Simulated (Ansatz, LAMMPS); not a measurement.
**Relaxing glassy 81SiO2-7Na2O-7CaO-4ZnO (mol %) (78 atoms)**

Aim: bring glassy 81SiO2-7Na2O-7CaO-4ZnO (mol %) (78 atoms) to a nearby minimum of the energy and see what moves.

Program: Ansatz 0.2.0. Level of theory: Kohn-Sham DFT, r2SCAN, PAW (set soft_2), plane waves. Results are calculated unless marked as measured.

## Step 1: The starting structure

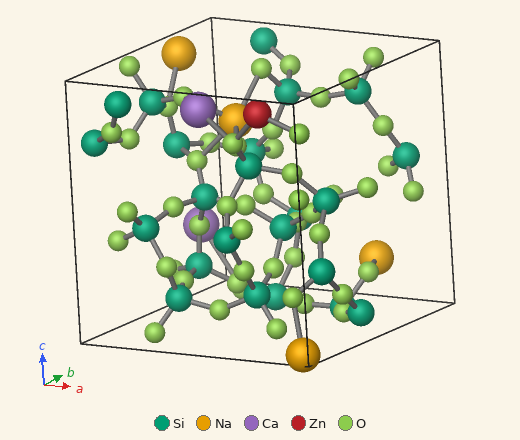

The cell as given, slightly off an axis (silicon teal, sodium orange, calcium purple, zinc red, oxygen green). Bonds to atoms that aren't drawn are left out. Some periodic images of atoms are drawn too.

The cell holds 78 atoms: 22 Si, 4 Na, 2 Ca, 1 Zn and 49 O. Cell: a = 10.144 Å, b = 10.144 Å, c = 10.144 Å, α = 90.0°, β = 90.0°, γ = 90.0°. 78 atoms (22 Si, 4 Na, 2 Ca, 1 Zn, 49 O) placed at random at 2.4 g/cm³, melted at 4000 K for 10 ps at fixed volume with the Morse and Coulomb pair potential with partial charges (Pedone, Malavasi, Menziani, Cormack and Segre, J. Phys. Chem. B 110, 11780 (2006)). Quenched from 4000 K to 300 K at 1000 K/ps and fixed volume, held 10 ps at zero pressure.

What the set-up can't give: The quench rate of 1000 K/ps is orders of magnitude faster than experiment, which tends to freeze in extra defects. The network of bonds at the start is that of the classical potential that made the cell. Sampling is at Γ alone, for a cell whose shortest periodic width is 10 Å.

## Step 2: How the cell was made

A classical potential makes the cell, at a small fraction of what the same run would cost in DFT.

This step: classical MD, Morse and Coulomb pair potential with partial charges (Pedone, Malavasi, Menziani, Cormack and Segre, J. Phys. Chem. B 110, 11780 (2006)) (LAMMPS 22 Jul 2025 - Update 4).

The input, in.lmp:

```
# melt-quench of Si22Na4Ca2Zn1O49
units metal
atom_style charge
boundary p p p
region box block 0 10.4215 0 10.4215 0 10.4215
create_box 5 box
mass 1 28.0850   # Si
mass 2 22.9898   # Na
mass 3 40.0780   # Ca
mass 4 65.3800   # Zn
mass 5 15.9990   # O
create_atoms 1 random 22 673603 NULL overlap 1.5 maxtry 2000
create_atoms 2 random 4 673610 NULL overlap 1.5 maxtry 2000
create_atoms 3 random 2 673617 NULL overlap 1.5 maxtry 2000
create_atoms 4 random 1 673624 NULL overlap 1.5 maxtry 2000
create_atoms 5 random 49 673631 NULL overlap 1.5 maxtry 2000
pair_style hybrid/overlay pedone 5.5 coul/long 8.0
pair_coeff * * coul/long
pair_coeff 1 5 pedone 0.340554 2.006700 2.100000 1   # Si-O
pair_coeff 2 5 pedone 0.023363 1.763867 3.006315 5   # Na-O
pair_coeff 3 5 pedone 0.030211 2.241334 2.923245 5   # Ca-O
pair_coeff 4 5 pedone 0.001221 3.150679 2.851850 1   # Zn-O
pair_coeff 5 5 pedone 0.042395 1.379316 3.618701 22   # O-O
set type 1 charge 2.4
set type 2 charge 0.6
set type 3 charge 1.2
set type 4 charge 1.2
set type 5 charge -1.2
kspace_style pppm 1.0e-4
neigh_modify delay 0 every 1 check yes
thermo_style custom step time temp pe press density
thermo_modify norm yes
timestep 0.002
thermo 100
# [... 15 lines left out ...]
fix md all nvt temp 4000 300 0.2
run 1850 post no
unfix md
thermo 1666
fix md all npt temp 300 300 0.2 iso 0 0 2
run 5000 post no
unfix md
write_dump all custom glass.dump id type xs ys zs modify sort id
```

The run is started by

```bash
$ lmp -in in.lmp -log none -nocite
```

Numbers of over 12 decimals in the logs are rounded to 6 here.

Output:

```text
LAMMPS (22 Jul 2025 - Update 4)
Created orthogonal box = (0 0 0) to (10.4215 10.4215 10.4215)
Created 22 atoms
Created 4 atoms
Created 2 atoms
Created 1 atoms
Created 49 atoms
PPPM initialization ...
  G vector (1/distance) = 0.38652042
  grid = 12 12 12
  estimated relative force accuracy = 4.8084622e-05
   Step          Time           Temp          PotEng         Press         Density
         0   0              0             -3.198265       473242.26      2.4050333
        90   0.18           0             -15.666625     -8489.6142      2.4050333
Loop time of 0.0406183 s on 1 MPI rank(s) for 90 steps with 78 atoms
Minimization stats:
  Stopping criterion = energy tolerance
  Energy initial, next-to-last, final =
     -3.19826496370697  -15.6651687098153  -15.6666252548394
  Force two-norm initial, final = 264.89318 2.5685451
  Iterations, force evaluations = 90 108
   Step          Time           Temp          PotEng         Press         Density
         0   0              4000          -15.666625      29080.607      2.4050333
       500   1              2082.3565     -15.494998      3030.8754      2.4050333
      1000   2              1950.6147     -15.511004      5570.7083      2.4050333
Loop time of 0.312149 s on 1 MPI rank(s) for 1000 steps with 78 atoms
   Step          Time           Temp          PotEng         Press         Density
      1000   2              1950.6147     -15.511004      5570.7083      2.4050333
      1666   3.332          4426.8422     -15.138789      2101.529       2.4050333
      2499   4.998          3480.269      -15.162893     -12735.94       2.4050333
      3332   6.664          4525.9781     -15.187438      29967.349      2.4050333
      4165   8.33           3938.0883     -15.098058      26503.49       2.4050333
      4998   9.996          4283.8623     -15.263965      11046.117      2.4050333
      5831   11.662         4201.823      -15.214507      25790.526      2.4050333
[... 1 line left out ...]
Loop time of 1.6026 s on 1 MPI rank(s) for 5000 steps with 78 atoms
   Step          Time           Temp          PotEng         Press         Density
[... 12 lines left out ...]
Loop time of 0.576942 s on 1 MPI rank(s) for 1850 steps with 78 atoms
   Step          Time           Temp          PotEng         Press         Density
[... 1 line left out ...]
      8330   16.66          269.65113     -15.869591      5910.1043      2.6292069
      9996   19.992         312.36652     -15.862431      7517.9732      2.5895898
     11662   23.324         318.95517     -15.869356      11473.116      2.6299498
     12850   25.7           266.19373     -15.863179      5605.0623      2.6076347
Loop time of 2.13837 s on 1 MPI rank(s) for 5000 steps with 78 atoms
```

Run time: 4.8 s. Hardware: 1 thread of Arm Neoverse V2, shared host; peak memory 0.07 GiB.

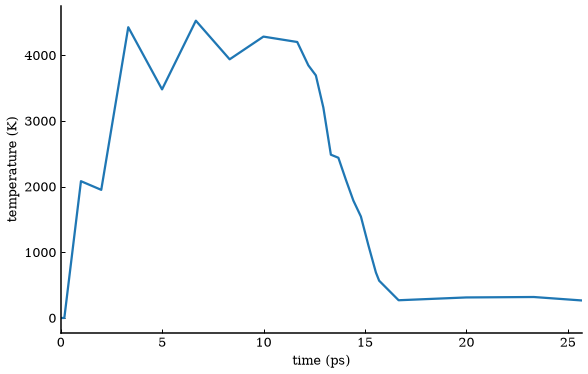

Temperature against time.

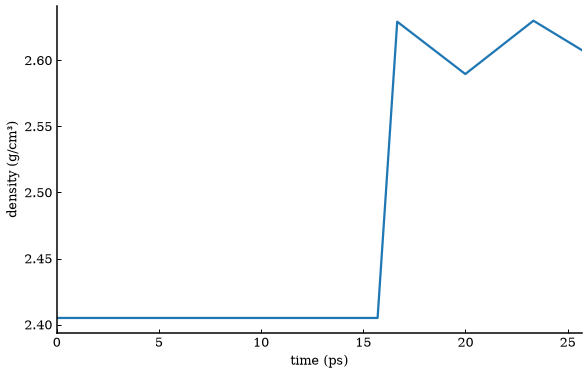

Density, plotted against time.

## Step 3: Single point at the start

A single point comes first, to see the forces before anything moves.

The input, input.yaml:

```yaml
crystal:
  lattice:
    - [10.14429, 0.0, 0.0]
    - [0.0, 10.14429, 0.0]
    - [0.0, 0.0, 10.14429]
  atoms:
    - { symbol: Si, position: [0.96163, 0.42838, 0.09926] }
    - { symbol: Si, position: [0.22115, 0.48661, 0.20062] }
    - { symbol: Si, position: [0.7442, 0.82389, 0.8279] }
    - { symbol: Si, position: [0.24927, 0.84195, 0.55044] }
    - { symbol: Si, position: [0.1162, 0.39788, 0.83449] }
    - { symbol: Si, position: [0.61572, 0.26465, 0.17599] }
    - { symbol: Si, position: [0.84676, 0.41393, 0.51784] }
    - { symbol: Si, position: [0.23318, 0.12737, 0.42962] }
    - { symbol: Si, position: [0.43319, 0.82605, 0.79733] }
    - { symbol: Si, position: [0.31952, 0.19052, 0.15556] }
    - { symbol: Si, position: [0.023, 0.13586, 0.73321] }
    - { symbol: Si, position: [0.87089, 0.92937, 0.5675] }
    - { symbol: Si, position: [0.46682, 0.80904, 0.32789] }
    - { symbol: Si, position: [0.95453, 0.1928, 0.31174] }
    - { symbol: Si, position: [0.58268, 0.51607, 0.36905] }
    - { symbol: Si, position: [0.0899, 0.58267, 0.62502] }
    - { symbol: Si, position: [0.30312, 0.42754, 0.48231] }
    - { symbol: Si, position: [0.62206, 0.07617, 0.43099] }
    - { symbol: Si, position: [0.60983, 0.2688, 0.66523] }
    - { symbol: Si, position: [0.22573, 0.99972, 0.93122] }
    - { symbol: Si, position: [0.74837, 0.63536, 0.05161] }
    - { symbol: Si, position: [0.43004, 0.66956, 0.05496] }
    - { symbol: Na, position: [0.0393, 0.71011, 0.93692] }
    - { symbol: Na, position: [0.70335, 0.94459, 0.16121] }
    - { symbol: Na, position: [0.95021, 0.04257, 0.03072] }
    - { symbol: Na, position: [0.38591, 0.5402, 0.75322] }
    - { symbol: Ca, position: [0.00666, 0.84202, 0.25135] }
    - { symbol: Ca, position: [0.42553, 0.232, 0.87219] }
    - { symbol: Zn, position: [0.75134, 0.13258, 0.9083] }
    - { symbol: O, position: [0.60003, 0.4098, 0.24184] }
    - { symbol: O, position: [0.33048, 0.56941, 0.12251] }
    - { symbol: O, position: [0.74113, 0.0023, 0.49976] }
    - { symbol: O, position: [0.92849, 0.1364, 0.84764] }
    - { symbol: O, position: [0.25311, 0.11629, 0.03657] }
    - { symbol: O, position: [0.26098, 0.389, 0.8692] }
    - { symbol: O, position: [0.45624, 0.46285, 0.45645] }
    - { symbol: O, position: [0.26422, 0.2731, 0.4784] }
    - { symbol: O, position: [0.58454, 0.62359, 0.05342] }
    - { symbol: O, position: [0.25108, 0.33184, 0.18234] }
    - { symbol: O, position: [0.96194, 0.31223, 0.19753] }
    - { symbol: O, position: [0.83327, 0.50722, 0.07178] }
    - { symbol: O, position: [0.23084, 0.49019, 0.35332] }
    - { symbol: O, position: [0.94307, 0.85332, 0.4571] }
    - { symbol: O, position: [0.63658, 0.15483, 0.29628] }
    - { symbol: O, position: [0.75605, 0.33326, 0.63404] }
    - { symbol: O, position: [0.46865, 0.23262, 0.11409] }
    - { symbol: O, position: [0.07653, 0.53315, 0.15914] }
    - { symbol: O, position: [0.74461, 0.94097, 0.92868] }
    - { symbol: O, position: [0.53428, 0.93674, 0.38606] }
    - { symbol: O, position: [0.13352, 0.73834, 0.59869] }
    - { symbol: O, position: [0.36552, 0.81267, 0.65287] }
    - { symbol: O, position: [0.14351, 0.88584, 0.00718] }
    - { symbol: O, position: [0.79989, 0.73895, 0.16534] }
    - { symbol: O, position: [0.56442, 0.17756, 0.53038] }
    - { symbol: O, position: [0.9025, 0.06834, 0.23801] }
    - { symbol: O, position: [0.15286, 0.05711, 0.80446] }
    - { symbol: O, position: [0.32258, 0.11599, 0.29258] }
    - { symbol: O, position: [0.31843, 0.79711, 0.40594] }
    - { symbol: O, position: [0.03561, 0.38021, 0.96809] }
    - { symbol: O, position: [0.7123, 0.23684, 0.06236] }
    - { symbol: O, position: [0.36406, 0.95714, 0.86121] }
    - { symbol: O, position: [0.49918, 0.3613, 0.70924] }
    - { symbol: O, position: [0.61732, 0.15891, 0.77826] }
    - { symbol: O, position: [0.96595, 0.51441, 0.555] }
    - { symbol: O, position: [0.58729, 0.81145, 0.79375] }
    - { symbol: O, position: [0.96712, 0.04951, 0.62057] }
    - { symbol: O, position: [0.2262, 0.50675, 0.59514] }
    - { symbol: O, position: [0.79063, 0.69826, 0.90887] }
    - { symbol: O, position: [0.09867, 0.14164, 0.3668] }
    - { symbol: O, position: [0.72853, 0.4938, 0.44253] }
    - { symbol: O, position: [0.54258, 0.66733, 0.34917] }
    - { symbol: O, position: [0.0804, 0.55142, 0.77683] }
    - { symbol: O, position: [0.88804, 0.29399, 0.42554] }
    - { symbol: O, position: [0.2385, 0.00203, 0.52224] }
    - { symbol: O, position: [0.82467, 0.857, 0.69594] }
    - { symbol: O, position: [0.39439, 0.71743, 0.90964] }
    - { symbol: O, position: [0.43745, 0.79979, 0.17501] }
    - { symbol: O, position: [0.07564, 0.28982, 0.71645] }
kpoints:
  mp_grid: { grid: [1, 1, 1] }
hamiltonian:
  xc: r2scan
scf:
  occupations: { method: fixed }
output:
  forces: true
  stress: true
  populations: true
  dos:
    method: { smearing: { sigma: 0.15 } }
    de: 0.1
    projected: { site_lists: { Ca: [Ca], Na: [Na], O: [O], Si: [Si], Zn: [Zn] } }
  eigenvalues: true
```

The run is started by

```bash
$ ansatz run input.yaml --threads 4 --pin off --max-ram 8192MiB --backend cpu --events-out ev --progress --plain --runs-dir out
```

Output:

```text
Engine: ansatz 0.2.0, aarch64-unknown-linux-gnu
Pseudopotentials: kind: paw
Pseudopotential: Si, paw, valence charge 4, recommended cutoff 500 eV (meta_gga), Si.paw.azcp
Pseudopotential: Na, paw, valence charge 9, recommended cutoff 500 eV (meta_gga), Na.paw.azcp
Pseudopotential: Ca, paw, valence charge 10, recommended cutoff 500 eV (meta_gga), Ca.paw.azcp
Pseudopotential: Zn, paw, valence charge 12, recommended cutoff 500 eV (meta_gga), Zn.paw.azcp
Pseudopotential: O, paw, valence charge 6, recommended cutoff 500 eV (meta_gga), O.paw.azcp
Functional definition: r2SCAN
  parameter k0 = 0.174
  parameter k1 = 0.065
  parameter a1 = 4.9479
  exchange = r2scan_x(k0 = k0, k1 = k1, a1 = a1)
  correlation = r2scan_c
Crystal: 78 atoms, lattice volume = 1043.915 Å³
Basis set: ecut = 500 eV, 26745 PW (Γ), exchange–correlation on 300×300×300 points (64 copies of the dense FFT grid, shifted against one another)
Bands: 303, of which v1, the nominal top of the filled ones, is band 225 counted from 1 (224 counted from 0)
Symmetry: 1 space group operations
Space group: P1 (ITA 1), of the structure as read, at distance tolerance 1.0e-4 Å
k-points: 1
Non-local potential: Si, projectors of the file, l = 0: 2, l = 1: 2, l = 2: 2
Non-local potential: Na, projectors of the file, l = 0: 3, l = 1: 2, l = 2: 1
Non-local potential: Ca, projectors of the file, l = 0: 3, l = 1: 2, l = 2: 2
Non-local potential: Zn, projectors of the file, l = 0: 2, l = 1: 2, l = 2: 3, l = 3: 1
Non-local potential: O, projectors of the file, l = 0: 2, l = 1: 2, l = 2: 1
PAW form: soft (Blöchl's): semilocal exchange-correlation on the pseudo side does not see the compensation charge
PAW frozen core: Si, regenerated for the run's functional (the file was generated under x = pbe(κ = 0.804, μ = 0.219515), c = pbe(β = 0.066725))
PAW frozen core: Na, regenerated for the run's functional (the file was generated under x = pbe(κ = 0.804, μ = 0.219515), c = pbe(β = 0.066725))
PAW frozen core: Ca, regenerated for the run's functional (the file was generated under x = pbe(κ = 0.804, μ = 0.219515), c = pbe(β = 0.066725))
PAW frozen core: Zn, regenerated for the run's functional (the file was generated under x = pbe(κ = 0.804, μ = 0.219515), c = pbe(β = 0.066725))
PAW frozen core: O, regenerated for the run's functional (the file was generated under x = pbe(κ = 0.804, μ = 0.219515), c = pbe(β = 0.066725))
PAW one-centre angular grid: Si, 302 points (default); XC on 160 Gauss nodes
PAW one-centre angular grid: Na, 302 points (default); XC on 339 of its mesh's 2595 points in the sphere
PAW one-centre angular grid: Ca, 302 points (default); XC on 160 Gauss nodes
PAW one-centre angular grid: Zn, 590 points (default); XC on 261 of its mesh's 2673 points in the sphere
PAW one-centre angular grid: O, 302 points (default); XC on 160 Gauss nodes
Initial density: superposition of atomic densities (neutral atoms: chi_scale 0, normalization atom), corrected by the library's trained network
Initial wavefunctions: pseudopotential atomic-orbital guess
Functional: x = r2scan, c = r2scan; τ floored in thin density (d = 2e-4 eV/Å³)
SCF iter   1: F=—  HF=-54928.106847 eV  |F-HF|=—  |Δ(HF+E_count)|=         —  Δρ=8.53e-3  dr2=7.17e-1  dr2_τ=6.24e0  ethr=1.77e-3  ⟨swp⟩=5.0  Hψ=1190  notcnv=0  defer=76
preconditioner: auto → Resta (q_TF=auto, 2.371 Å⁻¹)  ε∞=2.8  [insulator: Δε(μ)=4.306 eV  Ē_g=17.935 eV  n_scr=250 (ndim 8)  ℏωp=24.1 eV  f_vac=0.151  ε∞_Penn≈2.8]
SCF iter   2: F=—  HF=-54930.195769 eV  |F-HF|=—  |Δ(HF+E_count)|=    2.09e0  Δρ=4.79e-3  dr2=1.66e-1  dr2_τ=1.50e-2  ethr=1.59e-4  ⟨swp⟩=3.0  Hψ=575  notcnv=0  defer=76
SCF iter   3: F=—  HF=-54930.178002 eV  |F-HF|=—  |Δ(HF+E_count)|=   1.78e-2  Δρ=1.95e-3  dr2=2.55e-2  dr2_τ=1.81e-3  ethr=3.70e-5  ⟨swp⟩=3.0  Hψ=385  notcnv=0  defer=76
SCF iter   4: F=—  HF=-54930.171694 eV  |F-HF|=—  |Δ(HF+E_count)|=   6.31e-3  Δρ=6.33e-4  dr2=2.74e-3  dr2_τ=3.08e-4  ethr=5.66e-6  ⟨swp⟩=3.0  Hψ=387  notcnv=0  defer=76
SCF iter   5: F=—  HF=-54930.170478 eV  |F-HF|=—  |Δ(HF+E_count)|=   1.22e-3  Δρ=1.87e-4  dr2=3.05e-4  dr2_τ=2.90e-5  ethr=6.09e-7  ⟨swp⟩=2.0  Hψ=345  notcnv=0  defer=76
SCF iter   6: F=—  HF=-54930.170622 eV  |F-HF|=—  |Δ(HF+E_count)|=   1.43e-4  Δρ=9.32e-5  dr2=8.24e-5  dr2_τ=1.05e-5  ethr=6.79e-8  ⟨swp⟩=2.0  Hψ=429  notcnv=0  defer=76
SCF iter   7: F=—  HF=-54930.168830 eV  |F-HF|=—  |Δ(HF+E_count)|=   1.79e-3  Δρ=2.08e-5  dr2=4.51e-6  dr2_τ=4.38e-7  ethr=1.83e-8  ⟨swp⟩=2.0  Hψ=465  notcnv=0  defer=76
SCF iter   8: F=—  HF=-54930.168833 eV  |F-HF|=—  |Δ(HF+E_count)|=   3.12e-6  Δρ=1.20e-5  dr2=1.41e-6  dr2_τ=1.56e-7  ethr=1.00e-9  ⟨swp⟩=2.0  Hψ=435  notcnv=0  defer=76
SCF iter   9: F=—  HF=-54930.168833 eV  |F-HF|=—  |Δ(HF+E_count)|=   2.03e-7  Δρ=3.55e-6  dr2=1.32e-7  dr2_τ=1.38e-8  ethr=3.14e-10  ⟨swp⟩=2.0  Hψ=394  notcnv=0  defer=76
SCF iter  10: F=-54930.168833 eV  HF=-54930.168833 eV  |F-HF|=1.61e-8  |Δ(HF+E_count)|=   7.11e-8  Δρ=2.41e-6  dr2=5.04e-8  dr2_τ=7.24e-9  ethr=2.22e-11  ⟨swp⟩=19.0  Hψ=2253  notcnv=0
SCF 1 converged in 10 iterations: F = -54930.168833 eV  dr2 = 5.04e-8
  greatest PAW one-centre occupation: 1.000 electrons in one spin orbital (limit 2), on the Na atom at site 24 (counted from 0), in its partial waves of l = 0
SCF converged after 10 iterations
Free energy (F): -54930.168833 eV
Harris-Foulkes:  -54930.168833 eV  (|F-HF|=1.61e-8)
Internal energy: -54930.168833 eV  (E = F + TS)
E sigma→0 (E₀):  -54930.168833 eV
Fermi energy:    3.488574 eV
--- Per-component energies (eV) ---
  E_band       = -3022.681577
  E_kinetic    = 10978.783758
  E_local      = -35099.917351  (includes V_loc(G=0)·N_el)
  E_nonlocal   = 4050.480972
  E_hartree    = 13157.829392
  E_xc         = -5320.316093
  E_vxc        = -7028.612500  (∫ρ·V_xc dr)
  E_paw        = -23975.127601  (= ΣΔE_a)
  E_vpaw       = -2686.873926  (= ΣTr[D̂ρ^β])
  E_aug_tail   = 0.052526  (compensation charges beyond the density's cutoff)
  E_vtau       = 447.766553  (kinetic-family band-sum trace: ∫τ·v_τ [+ j·A + Jᵃ·Aᵃ] dr)
  E_ewald      = -18717.978788
  E_core_change = -3.975649  (= ΣΔE_core)
  E_smearing   = -0.000000  (= −TS)
  E_closure    = -0.000000  (closes the sum)
  Σ components = -54930.168833   (vs F -54930.168833, Δ=0.00e0)
--- Forces (eV/Å), atoms counted from 1 ---
  atom   1  Si     2.65996583    -0.17628418    -0.33847067
  atom   2  Si     0.48136561    -1.98992834    -0.52792909
  atom   3  Si    -1.32722414     2.33917333    -0.02314359
  atom   4  Si     1.01568425    -0.56043471    -2.70936403
  atom   5  Si    -1.86786165    -0.83672813    -1.33579555
  atom   6  Si    -0.88391008    -0.42532359     1.84915822
  atom   7  Si    -3.27024890    -1.40394078     0.54054637
  atom   8  Si     2.70260133     0.95235355    -1.34842202
  atom   9  Si    -0.45668712     1.88109978     0.53901187
  atom  10  Si     0.53630719     2.60066529     1.91273922
  atom  11  Si     2.69960047     0.90989978     1.64614534
  atom  12  Si    -0.23590969     2.77696416    -1.97067772
  atom  13  Si    -2.05471333    -1.61418723     1.77486743
  atom  14  Si     0.57755150     2.41545677     0.27008989
[...]
atom  77  O     -0.44409336    -0.62986141    -3.76098756
  atom  78  O     -0.22053037     0.23731818    -0.13389041
  max |Σ_I F_I| component: 1.70e-4 eV/Å
--- Stress (GPa, compression-positive) ---
        1.576952      -1.698034       0.290830
       -1.698031      -2.302253      -1.197998
        0.290826      -1.197999       3.480396
  P = ⅓ Tr σ = 0.9184 GPa (9.184 kbar)
--- Band table (eV) ---
  k-point 0: bands = ["-49.3423", "-48.7217", "-48.5189", "-48.3746", [... 287 levels ...], "13.7826", "13.8640", "13.9351", "13.9711", "13.9828", "14.0568", "14.1673", "14.2538", "14.2734", "14.3206", "14.4291", "14.4936"]
--- Löwdin populations: 78 sites ---
  site symbol       q [e]
     0     Si      2.1472
     1     Si      2.1435
     2     Si      2.1765
[...]
77      O      6.8307
  spilling = 0.012319 (of n_electrons = 450.000000)
```

Wall time 31 s (4 threads of Arm Neoverse V2, shared host); peak memory 2.6 GiB.

In the SCF lines HF is the Harris–Foulkes energy and dr2 the Hartree energy of the density residual, in eV; the loop may stop once dr2 is under the threshold and the program's other checks hold. Hψ counts applications of the Hamiltonian.

Read from the output:

- free energy: -54930.1688 eV
- free energy per atom: -704.2329 eV/atom
- SCF cycles: 10
- pressure: 0.9184 GPa
- r.m.s. force component: 1.344 eV/Å
- longest force: 5.435 eV/Å
- Fermi energy: 3.489 eV
- gap (highest filled to lowest empty level): 4.034 eV
- spilling of the projection: 0.01232

The r.m.s. force component of 1.3 eV/Å and the pressure of 0.92 GPa set the starting point.

Length of the force by element:

```
element  coordination  atoms  mean length of the force (eV/Å)  spread   least   most
     Ca           all      2                            0.939   0.557   0.383   1.50
     Na           all      4                            0.327   0.174  0.0693  0.494
      O           all     49                             1.84    1.00   0.350   5.43
     Si           all     22                             2.94   0.754    1.90   4.86
     Zn           all      1                             1.12       0    1.12   1.12
```

(Part 1 of 3 ends here.)

[Logs are printed without paths, hosts, clocks, repeated set-up lines and the standing remarks that a program may print on its own settings, such as how far it seeks lower states.]

[Hosts, paths, dates, database ids (printed as entryN), source tags and the programs' standing remarks are cut or masked in the printed files.]
